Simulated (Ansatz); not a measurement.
# One shape, several levels: CH5Si (SMILES [CH2][SiH3])

Aim: a comparison of 6 runs (U-r2SCAN/STO-3G, U-revPBE/STO-3G, UBLYP/STO-3G, UCAM-B3LYP/STO-3G, RPA@PBE/STO-3G, UCCSD/STO-3G) of CH5Si. 

The calculation is run with Ansatz 0.2.0.

56 further runs of the same task are left out: 1 that didn't finish, 55 set aside as unsound or not needed.

### Step 1. The molecule

CH5Si: 7 atoms, total charge 0, spin state doublet. SMILES: `[CH2][SiH3]`. The Si2–C1 distance was set to 3.680 Å, away from the relaxed value. At this shape a bond of the SMILES string is far longer than usual.

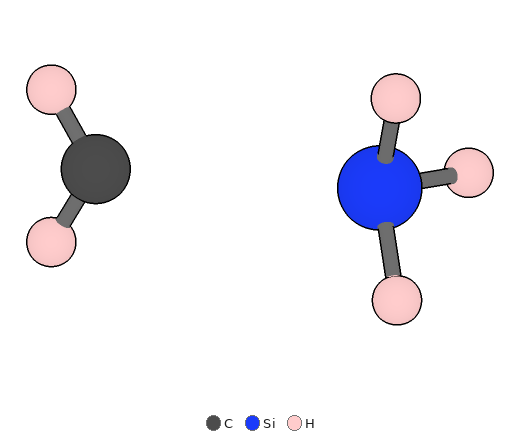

The structure, seen from a chosen angle (carbon dark grey, silicon blue, hydrogen pink).

### Step 2. The energy at U-r2SCAN/STO-3G (run 1)

Input file job.yaml:

```yaml
crystal:
  periodic: [false, false, false]
  atoms:
    - {symbol: C, position_ang: [-0.477500, -2.915802, 0.123800]}
    - {symbol: Si, position_ang: [0.132300, 0.709800, -0.029000]}
    - {symbol: H, position_ang: [-1.443900, -3.335002, 0.384900]}
    - {symbol: H, position_ang: [0.283400, -3.647602, -0.127400]}
    - {symbol: H, position_ang: [-0.191200, 1.256600, -1.379100]}
    - {symbol: H, position_ang: [-0.719700, 1.420100, 0.961800]}
    - {symbol: H, position_ang: [1.563100, 1.005600, 0.248500]}
basis:
  gaussian:
    orbitals: STO-3G
accuracy: high
magnetization:
  spin_polarized: true
  initial_magnetization: 1
hamiltonian:
  xc: {name: r2SCAN}
```

Command:

```sh
ansatz run job.yaml --threads 1 --pin off --max-ram 2610MiB --events-out events.jsonl --progress --plain --runs-dir runs
```

Standard output:

```text
Warning: RAYON_NUM_THREADS=1 ignored (pool sized by the plan → 1); use --threads N
Functional definition: r2SCAN
  name "r2SCAN"
  parameter k0 = 0.174
  parameter k1 = 0.065
  parameter a1 = 4.9479
  exchange = r2scan_x(k0 = k0, k1 = k1, a1 = a1)
  correlation = r2scan_c
303 factors; integrals over basis functions are off by at most 7.8e-9 eV
mean field evaluation 1: about -8873.4986 eV, gradient 1.9e1 eV
mean field evaluation 2: about -8824.1456 eV, gradient 4.1e1 eV
mean field evaluation 4: about -8882.3072 eV, gradient 2.7e0 eV
mean field evaluation 8: about -8883.3589 eV, gradient 1.3e-1 eV
mean field evaluation 16: about -8883.2938 eV, gradient 1.5e-5 eV
mean field evaluation 32: about -8882.7885 eV, gradient 1.2e0 eV
mean field -8883.29380246 eV, -326.4550259275 hartree, gradient 2.7e-8 eV, S^2 1.715039; 2 other end points of the search recorded, 0 dependent functions left out
reference -8883.29380362 eV, -326.4550259703 hartree; 13, 12 occupied and 6, 7 virtual orbitals, 303 factors
Total energy: -8883.29380362 eV, -326.4550259703 hartree
```

It took 10 s on 1 thread of Arm Neoverse V1, shared host; peak memory 0.24 GiB.

### Step 3. A single-point energy at U-revPBE/STO-3G (run 2)

Input file in.yaml:

```yaml
crystal:
  periodic: [false, false, false]
  atoms:
    - {symbol: C, position_ang: [-0.477500, -2.915802, 0.123800]}
    - {symbol: Si, position_ang: [0.132300, 0.709800, -0.029000]}
    - {symbol: H, position_ang: [-1.443900, -3.335002, 0.384900]}
    - {symbol: H, position_ang: [0.283400, -3.647602, -0.127400]}
    - {symbol: H, position_ang: [-0.191200, 1.256600, -1.379100]}
    - {symbol: H, position_ang: [-0.719700, 1.420100, 0.961800]}
    - {symbol: H, position_ang: [1.563100, 1.005600, 0.248500]}
basis:
  gaussian: {orbitals: STO-3G}
accuracy: high
hamiltonian: {xc: {name: revPBE}}
magnetization: {spin_polarized: true, initial_magnetization: 1}
```

Command:

```sh
ansatz run in.yaml --threads 1 --pin off --max-ram 2610MiB --events-out events.jsonl --progress --plain --runs-dir runs
```

Standard output:

```text
Warning: RAYON_NUM_THREADS=1 ignored (pool sized by the plan → 1); use --threads N
Functional definition: revPBE
  name "revPBE"
  parameter kappa = 1.245
  parameter beta = 0.06672455060314922
  exchange = pbe_x(kappa = kappa, mu = beta*pi^2/3)
  correlation = pbe_c(beta = beta)
303 factors; integrals over basis functions are off by at most 7.8e-9 eV
mean field evaluation 1: about -8872.6999 eV, gradient 2.0e1 eV
mean field evaluation 2: about -8822.3173 eV, gradient 4.3e1 eV
mean field evaluation 4: about -8881.9937 eV, gradient 2.4e0 eV
mean field evaluation 8: about -8882.5706 eV, gradient 1.9e-1 eV
mean field evaluation 16: about -8882.5046 eV, gradient 2.9e-5 eV
mean field evaluation 32: about -8882.0742 eV, gradient 1.8e-1 eV
mean field evaluation 64: about -8882.5046 eV, gradient 6.7e-6 eV
mean field -8882.50458273 eV, -326.4260226374 hartree, gradient 2.7e-8 eV, S^2 1.676970; 2 other end points of the search recorded, 0 dependent functions left out
reference -8882.50458572 eV, -326.4260227472 hartree; 13, 12 occupied and 6, 7 virtual orbitals, 303 factors
Total energy: -8882.50458572 eV, -326.4260227472 hartree
```

Run time: 5.4 s. Hardware: 1 thread of Arm Neoverse V1, shared host; peak memory 0.14 GiB.

Runs 3 to 5 aren't shown in full; the table further down has their settings and results.

### Step 4. The energy at UCCSD/STO-3G (run 6)

job.yaml: that of step 2 with these lines changed.

```diff
@@ -13,3 +13,2 @@
     orbitals: STO-3G
-accuracy: high
 magnetization:
@@ -17,3 +16,7 @@
   initial_magnetization: 1
-hamiltonian:
-  xc: {name: r2SCAN}
+correlation:
+  method: ccsd
+  frozen_orbitals: {C: 1, H: 0, Si: 5}
+accuracy: high
+scf:
+  omitted_lower_state_checks: [cluster_reference, increment]
```

Command:

```sh
ansatz run job.yaml --threads 1 --pin off --max-ram 2610MiB --events-out events.jsonl --progress --plain --runs-dir runs
```

Standard output:

```text
Warning: RAYON_NUM_THREADS=1 ignored (pool sized by the plan → 1); use --threads N
Functional definition: HF
  name "HF"
  exchange = exact_x
  correlation = 0
these checks for a lower state are left out or cut short: cluster_reference, increment
303 factors; integrals over basis functions are off by at most 7.8e-9 eV
mean field evaluation 1: about -8857.3021 eV, gradient 1.0e1 eV
mean field evaluation 2: about -8857.3133 eV, gradient 1.0e1 eV
mean field evaluation 4: about -8860.8223 eV, gradient 3.6e0 eV
mean field evaluation 8: about -8861.0469 eV, gradient 5.3e-1 eV
mean field evaluation 16: about -8862.0189 eV, gradient 5.0e-7 eV
mean field evaluation 32: about -8862.9251 eV, gradient 2.8e-8 eV
mean field evaluation 64: about -8861.2254 eV, gradient 1.5e0 eV
mean field -8862.92506234 eV, -325.7064885346 hartree, gradient 2.8e-8 eV, S^2 1.756156; 5 other end points of the search recorded, 0 dependent functions left out
6 core orbitals not correlated: weight in the atoms' cores, before any rotation towards them, 1.000 or more for the frozen orbitals, at most 0.000 for the correlated occupied ones
reference -8862.92506234 eV, -325.7064885346 hartree; 7, 6 occupied and 6, 7 virtual orbitals, 303 factors
second order -1.61807054 eV of doubles, -0.00000000 eV of singles
cycle   1  -2.17253453 eV  change   -5.5e-1 eV  update   6.0e-2
cycle   2  -2.49976755 eV  change   -3.3e-1 eV  update   2.5e-2
cycle   3  -2.51367058 eV  change   -1.4e-2 eV  update   6.4e-3
cycle   4  -2.52105038 eV  change   -7.4e-3 eV  update   2.3e-3
cycle   5  -2.51994107 eV  change    1.1e-3 eV  update   1.2e-3
cycle   6  -2.52134901 eV  change   -1.4e-3 eV  update   1.1e-3
cycle   7  -2.52039853 eV  change    9.5e-4 eV  update   9.9e-4
cycle   8  -2.52118025 eV  change   -7.8e-4 eV  update   8.5e-4
cycle   9  -2.52230596 eV  change   -1.1e-3 eV  update   7.5e-4
cycle  10  -2.52206717 eV  change    2.4e-4 eV  update   6.8e-4
cycle  11  -2.52247243 eV  change   -4.1e-4 eV  update   5.6e-4
cycle  12  -2.52308390 eV  change   -6.1e-4 eV  update   3.1e-4
cycle  13  -2.52334850 eV  change   -2.6e-4 eV  update   9.1e-5
cycle  14  -2.52329134 eV  change    5.7e-5 eV  update   4.1e-5
cycle  15  -2.52328947 eV  change    1.9e-6 eV  update   3.0e-5
cycle  16  -2.52328251 eV  change    7.0e-6 eV  update   2.4e-5
cycle  17  -2.52328401 eV  change   -1.5e-6 eV  update   2.0e-5
cycle  18  -2.52327740 eV  change    6.6e-6 eV  update   1.4e-5
cycle  19  -2.52328066 eV  change   -3.3e-6 eV  update   5.5e-6
cycle  20  -2.52328462 eV  change   -4.0e-6 eV  update   2.3e-6
cycle  21  -2.52328635 eV  change   -1.7e-6 eV  update   1.0e-6
cycle  22  -2.52328675 eV  change   -3.9e-7 eV  update   7.7e-7
cycle  23  -2.52328666 eV  change    8.6e-8 eV  update   6.9e-7
cycle  24  -2.52328636 eV  change    3.0e-7 eV  update   6.5e-7
cycle  25  -2.52328620 eV  change    1.6e-7 eV  update   6.1e-7
cycle  26  -2.52328597 eV  change    2.3e-7 eV  update   5.6e-7
cycle  27  -2.52328531 eV  change    6.6e-7 eV  update   4.6e-7
cycle  28  -2.52328428 eV  change    1.0e-6 eV  update   4.3e-7
cycle  29  -2.52328371 eV  change    5.8e-7 eV  update   3.1e-7
cycle  30  -2.52328390 eV  change   -2.0e-7 eV  update   1.2e-7
cycle  31  -2.52328398 eV  change   -7.4e-8 eV  update   6.7e-8
cycle  32  -2.52328396 eV  change    2.0e-8 eV  update   5.1e-8
cycle  33  -2.52328394 eV  change    1.4e-8 eV  update   3.7e-8
cycle  34  -2.52328395 eV  change   -6.0e-9 eV  update   2.2e-8
cycle  35  -2.52328395 eV  change  -7.0e-10 eV  update   9.6e-9
cycle  36  -2.52328395 eV  change    1.9e-9 eV  update   3.7e-9
cycle  37  -2.52328395 eV  change   8.2e-10 eV  update   1.6e-9
Total energy: -8865.44834629 eV, -325.7992175093 hartree
Checks for a lower state left out: cluster_reference, increment
```

It took 0.36 s on 1 thread of Arm Neoverse V1, shared host.

### Step 5. Overview of the runs

```tsv
run	level	frozen core orbitals	energy (Eh)	⟨S²⟩	wall time
1	U-r2SCAN/STO-3G	–	-326.455026	1.715	10 s
2	U-revPBE/STO-3G	–	-326.426023	1.677	5.4 s
3	UBLYP/STO-3G	–	-326.421999	1.636	4.5 s
4	UCAM-B3LYP/STO-3G	–	-326.439663	1.720	5.7 s
5	RPA@PBE/STO-3G	6	-325.847210	1.666	5.7 s
6	UCCSD/STO-3G	6	-325.799218	1.756	0.36 s
```

### Step 6. What came out

| quantity | value |
| --- | --- |
| run 6: total energy | -325.79922 Eh |
| run 6: correlation energy (6 core orbitals frozen) | -92.7 mEh |
| run 6: ⟨S²⟩ of the reference determinant | 1.756 |
| run 6: T1 diagnostic | 0.005 |

In words: Totals of different functionals can't be ranked against each other. In runs 1, 2, 3, 4, 5, 6 the basis is minimal, so the values are rough. Spin contamination of the reference: run 6 ⟨S²⟩ = 1.76, run 4 ⟨S²⟩ = 1.72, run 1 ⟨S²⟩ = 1.72, run 2 ⟨S²⟩ = 1.68, run 5 ⟨S²⟩ = 1.67, run 3 ⟨S²⟩ = 1.64. Where it is this large, the reference is a mixture of spin states, and values that rest on it are in doubt. All runs together took 32 s, the longest 10 s.
